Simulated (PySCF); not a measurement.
# C₇H₅NO: NMR shifts in gas and solvents, part 2 of 2

PySCF 2.14.0. Atoms count from 0. The steps go on from the part before.

### Step 7. NMR shieldings: WP04/pcSseg-2 in chloroform

The job: settings as JSON, then the geometry in Å.

```
{"job": {"kind": "nmr", "xc": "WP04", "basis": "pcSseg-2", "pop": false, "solvent": "chloroform"}, "charge": 0, "multiplicity": 1}
N      3.726520    -1.190405     0.377352
C      2.948845    -0.345872     0.263060
O      2.122422     0.626106     0.137756
C      0.754228     0.326648     0.042161
C     -0.080722     1.418285    -0.090116
C     -1.443886     1.193799    -0.189184
C     -1.948362    -0.098997    -0.155379
C     -1.083541    -1.173657    -0.021648
C      0.285939    -0.970408     0.079049
H      0.338464     2.416192    -0.113950
H     -2.114758     2.037943    -0.293550
H     -3.015307    -0.267598    -0.233361
H     -1.470250    -2.185195     0.005375
H      0.973139    -1.801964     0.184226
```

With the program's defaults for keys left out, this is: GIAO WP04/pcSseg-2 NMR shielding, non-relativistic, IEF-PCM chloroform.

Log:

```text
coarse grid: 12856 points
cycle   1  E = -408.7737294109  dE =  1.611e+00  |g| = 9.840e-01  |ddm| = 3.092e+00
cycle   2  E = -408.3573168851  dE =  4.164e-01  |g| = 1.673e+00  |ddm| = 1.987e+00
cycle   3  E = -408.9184973160  dE = -5.612e-01  |g| = 4.751e-01  |ddm| = 1.356e+00
cycle   4  E = -408.9662773402  dE = -4.778e-02  |g| = 1.102e-01  |ddm| = 3.107e-01
cycle   5  E = -408.9681377205  dE = -1.860e-03  |g| = 3.925e-02  |ddm| = 8.730e-02
cycle   6  E = -408.9684333373  dE = -2.956e-04  |g| = 1.045e-02  |ddm| = 3.119e-02
cycle   7  E = -408.9684565682  dE = -2.323e-05  |g| = 3.030e-03  |ddm| = 9.431e-03
cycle   8  E = -408.9684585667  dE = -1.998e-06  |g| = 1.158e-03  |ddm| = 2.747e-03
final grid: 127520 points
cycle   9  E = -408.9825432480  dE = -1.946e-04  |g| = 9.047e-03  |ddm| = 1.071e-01
cycle  10  E = -408.9825270431  dE =  1.620e-05  |g| = 1.246e-02  |ddm| = 1.786e-02
cycle  11  E = -408.9825613295  dE = -3.429e-05  |g| = 2.583e-03  |ddm| = 9.223e-03
cycle  12  E = -408.9825624889  dE = -1.159e-06  |g| = 1.189e-03  |ddm| = 2.080e-03
cycle  13  E = -408.9825627378  dE = -2.489e-07  |g| = 5.685e-04  |ddm| = 9.390e-04
cycle  14  E = -408.9825628004  dE = -6.260e-08  |g| = 1.123e-04  |ddm| = 3.684e-04
cycle  15  E = -408.9825628029  dE = -2.494e-09  |g| = 3.803e-05  |ddm| = 9.957e-05
cycle  16  E = -408.9825628032  dE = -3.290e-10  |g| = 7.895e-06  |ddm| = 2.636e-05
converged SCF energy = -408.9825628032

GIAO shielding tensors (ppm)
atom      isotropic    diamagn.    paramagn.     s11        s22        s33       span
  0 N       56.445     328.520    -272.075   -103.312    -28.208    300.855    404.167
  1 C       59.858     267.898    -208.040    -54.968    -52.938    287.479    342.447
  2 O      204.348     382.928    -178.581    162.877    178.688    271.478    108.601
  3 C        8.850     257.320    -248.470    -79.380     25.883     80.048    159.428
  4 C       49.250     256.887    -207.637    -42.370     32.072    158.048    200.419
  5 C       34.222     253.849    -219.628    -76.157     15.652    163.170    239.327
  6 C       38.136     254.871    -216.735    -74.474     21.957    166.925    241.399
  7 C       34.199     254.101    -219.902    -76.375     15.753    163.218    239.593
  8 C       51.959     259.785    -207.826    -39.017     31.895    163.000    202.017
  9 H       24.609      31.360      -6.751     20.915     24.179     28.733      7.818
 10 H       24.276      29.666      -5.391     20.931     24.401     27.495      6.564
 11 H       24.365      29.828      -5.463     21.189     24.408     27.498      6.309
 12 H       24.207      31.104      -6.897     20.775     24.160     27.687      6.912
 13 H       24.157      35.024     -10.867     20.001     23.006     29.465      9.464
```

It took 65 s on 2 threads of Intel Xeon Platinum 8259CL at 2.50GHz, shared host; peak memory 2.6 GiB.

Key values: δ C3 166.3, C5 140.9, C6 137.0, C4 124.5, H10 7.63, H11 7.50 ppm (means over like atoms).

### Step 8. Nuclear shieldings: wB97X-D/pcSseg-2 in chloroform

The job, as its differences from that of step 7:

```diff
@@ -1,2 +1,2 @@
-{"job": {"kind": "nmr", "xc": "WP04", "basis": "pcSseg-2", "pop": false, "solvent": "chloroform"}, "charge": 0, "multiplicity": 1}
+{"job": {"kind": "nmr", "xc": "wB97X-D", "basis": "pcSseg-2", "pop": false, "solvent": "chloroform"}, "charge": 0, "multiplicity": 1}
 N      3.726520    -1.190405     0.377352
```

With the program's defaults for keys left out, this is: GIAO wB97X-D/pcSseg-2 NMR shielding, non-relativistic, IEF-PCM chloroform.

Log:

```text
coarse grid: 12856 points
cycle   1  E = -399.5782277515  dE =  2.096e+00  |g| = 7.000e-01  |ddm| = 2.898e+00
cycle   2  E = -399.5192937056  dE =  5.893e-02  |g| = 9.201e-01  |ddm| = 1.096e+00
cycle   3  E = -399.6864885002  dE = -1.672e-01  |g| = 1.163e-01  |ddm| = 6.332e-01
cycle   4  E = -399.6885375591  dE = -2.049e-03  |g| = 6.369e-02  |ddm| = 8.710e-02
cycle   5  E = -399.6892593536  dE = -7.218e-04  |g| = 1.125e-02  |ddm| = 4.697e-02
cycle   6  E = -399.6892872631  dE = -2.791e-05  |g| = 3.688e-03  |ddm| = 1.437e-02
cycle   7  E = -399.6892911323  dE = -3.869e-06  |g| = 8.261e-04  |ddm| = 4.709e-03
final grid: 127520 points
cycle   8  E = -399.6917665614  dE = -2.605e-04  |g| = 6.661e-03  |ddm| = 1.110e-01
cycle   9  E = -399.6917652326  dE =  1.329e-06  |g| = 7.425e-03  |ddm| = 1.084e-02
cycle  10  E = -399.6917759184  dE = -1.069e-05  |g| = 1.643e-03  |ddm| = 5.410e-03
cycle  11  E = -399.6917764184  dE = -4.999e-07  |g| = 5.142e-04  |ddm| = 1.472e-03
cycle  12  E = -399.6917764850  dE = -6.662e-08  |g| = 7.531e-05  |ddm| = 5.578e-04
cycle  13  E = -399.6917764871  dE = -2.125e-09  |g| = 3.596e-05  |ddm| = 1.544e-04
cycle  14  E = -399.6917764875  dE = -4.363e-10  |g| = 1.095e-05  |ddm| = 6.755e-05
converged SCF energy = -399.6917764875

GIAO shielding tensors (ppm)
atom      isotropic    diamagn.    paramagn.     s11        s22        s33       span
  0 N       63.683     331.796    -268.114    -93.885    -14.683    299.617    393.502
  1 C       66.398     267.710    -201.312    -45.498    -44.124    288.816    334.314
  2 O      223.102     382.335    -159.233    187.106    199.291    282.909     95.803
  3 C       21.093     254.518    -233.425    -74.439     41.504     96.215    170.653
  4 C       59.472     254.300    -194.827    -34.403     42.622    170.199    204.602
  5 C       43.487     251.582    -208.095    -70.049     23.571    176.938    246.987
  6 C       48.441     252.228    -203.787    -66.819     31.963    180.179    246.998
  7 C       43.729     251.185    -207.455    -69.790     23.804    177.174    246.963
  8 C       62.895     257.729    -194.834    -29.962     42.486    176.161    206.123
  9 H       24.023      31.519      -7.496     20.274     23.646     28.150      7.875
 10 H       23.642      30.340      -6.697     20.252     23.803     26.873      6.621
 11 H       23.780      30.377      -6.597     20.549     23.900     26.892      6.343
 12 H       23.577      31.475      -7.898     20.064     23.586     27.081      7.017
 13 H       23.605      35.083     -11.478     19.350     22.495     28.971      9.621
```

It took 82 s on 2 threads of Intel Xeon Platinum 8259CL at 2.50GHz, shared host; peak memory 2.6 GiB.

Key values: δ C3 166.0, C5 143.5, C6 138.7, C4 125.9, H10 8.00, H11 7.83 ppm (means over like atoms).

### Step 9. Comparing the runs: NMR shifts

Shifts (ppm) of some atoms, chosen among heavy atoms and hydrogens apart, means over like atoms, with basis size and wall time:

| run | C5 | C6 | C1 | H10 | H11 | N0 | O2 | functions | time |
| --- | --- | --- | --- | --- | --- | --- | --- | --- | --- |
| PBE0/pcSseg-2 | 140.3 | 135.0 | 116.0 | 7.79 | 7.61 | 211.5 | 113.4 | 394 | 63 s |
| KT3/pcSseg-2 | 128.2 | 123.3 | 105.0 | 7.49 | 7.30 | 190.9 | 122.2 | 394 | 79 s |
| wB97X-D/pcSseg-2 | 142.1 | 136.7 | 117.5 | 7.82 | 7.63 | 210.0 | 105.1 | 394 | 78 s |
| B97-2/pcSseg-2 | 137.3 | 132.1 | 113.6 | 7.72 | 7.53 | 204.3 | 111.9 | 394 | 60 s |
| WP04/pcSseg-2 in chloroform | 140.9 | 137.0 | 115.2 | 7.63 | 7.50 | 193.6 | 119.1 | 394 | 65 s |
| wB97X-D/pcSseg-2 in chloroform | 143.5 | 138.7 | 120.7 | 8.00 | 7.83 | 200.9 | 112.0 | 394 | 82 s |

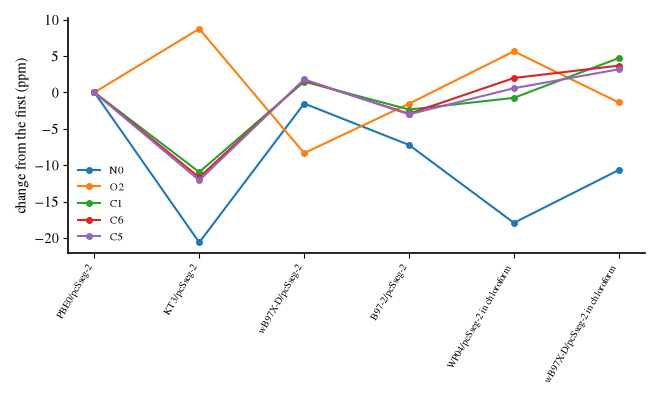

How five of the tabulated atoms move from run to run.

### Step 10. Outcome

What follows sums up all 2 parts.

| quantity | value |
| --- | --- |
| point group | Cs |
| rotational constants (main isotopes) | 4.76, 1.13, 0.91 GHz |
| 13C shifts against TMS (PBE0/pcSseg-2, means over atoms taken as alike) | 164.3, 140.3, 135.0, 123.2, 116.0 ppm |
| 1H shifts against TMS (PBE0/pcSseg-2, means over atoms taken as alike) | 7.79, 7.67, 7.61 ppm |
| 15N shifts against NH3 (PBE0/pcSseg-2) | 211.5 ppm |
| 17O shifts against H2O (PBE0/pcSseg-2) | 113.4 ppm |
| range of the shift of N0 (wB97X-D/pcSseg-2 runs) | 200.9 to 210.0 ppm |

Over 7 steps the energy fell by 0.168 eV; of the close pairs, O2–C3 changed most, 1.337 to 1.404 Å. No frequency check was run at this level, so the end point may be a saddle. At PBE0/pcSseg-2: The widest tensor belongs to N0: span 404 ppm, with a paramagnetic part of -281 ppm. NICS(1)zz of -29 ppm above the planar ring from C3 marks a diatropic (aromatic) ring current. At one level, wB97X-D/pcSseg-2: In ppm, N0 moves most: its shift spreads over 9.1 ppm, from 200.9 (wB97X-D/pcSseg-2 in chloroform) to 210.0 (wB97X-D/pcSseg-2).
